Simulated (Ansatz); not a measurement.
BClGeH₄In (charge +1)

```xyz
8

B    -0.7534    0.4637   -0.1166
Cl   -1.0674   -2.7472    1.2013
Ge   -1.6392   -1.3365   -0.5323
In   -1.7620   -5.4076    1.4849
H    -3.1676   -1.4118   -0.4685
H    -1.1126   -2.1299   -1.7320
H    -0.9328    1.3487   -0.9104
H    -0.0920    0.6139    0.8726
```

Geometry: r2SCAN-D4/def2-SVP; core potentials replace the inner electrons of In.

Level of theory: Ansatz 0.2.0, isolated molecule in a Gaussian basis; Kohn-Sham density functional theory, functional PBE0.

Predict the electron density and electron localisation function between the atoms.

Ge–B (2.05 Å): ρ at the midpoint is about 0.8 e/Å³; the ELF peaks at about 0.95 between the atoms, as expected for a shared electron pair.
Ge–Cl (2.31 Å): the density is about 0.57 e/Å³ at the midpoint, with its minimum of 0.5 e/Å³ about 1.0 Å from Ge; the ELF peaks at about 0.85 in the valence shell of Cl, 0.8 Å from its nucleus, and is about 0.65 at the midpoint.
In–Cl (2.76 Å): ρ is about 0.25 e/Å³ halfway; the ELF peaks at about 0.90 in the valence shell of Cl, 0.9 Å from its nucleus, and drops to about 0.15 between the two atoms.
B–H (1.20 Å): ρ at the midpoint is about 1.3 e/Å³; the ELF climbs to about 1 towards the hydrogen, as it does in any bond to H; an ordinary covalent bond to hydrogen.

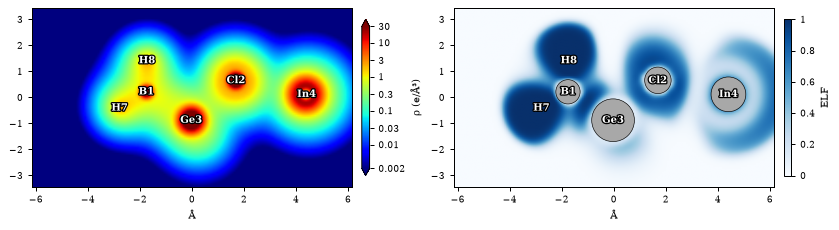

Computed electron density and electron localisation function on the plane of atoms Ge3, B1 and H8, in this order. Grey discs cover the atomic cores in the ELF map. 
